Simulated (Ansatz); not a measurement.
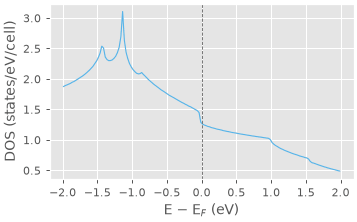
Figure: Density of states of BSi (P6_3mc) near the Fermi level, PBEsol, rigid bands (Ansatz, a quantum-chemistry and plane-wave program).

### Question
With 4 atoms a cell, what bare Sommerfeld coefficient γ = (π²/3) k_B² N(E_F) follows?

### Answer
N(E_F) ≈ 1.32 states/eV a cell at 300 K, so γ ≈ 0.78 mJ/(mol of atoms·K²), before many-body enhancement (phonons, spin fluctuations, correlation).

### Question
How far does the Fermi level move in a rigid band for 0.1 electron a cell added or removed?

### Answer
79 meV and -72 meV.

A metal at this level (no band gap); rigid bands, thermally averaged at 300 K, both spins. Spin-orbit coupling is left out. Geometry: cell and atoms relaxed with PBEsol.

Computed structure with no diffraction record at hand here (it may be known, metastable or hypothetical): BSi (P6_3mc).
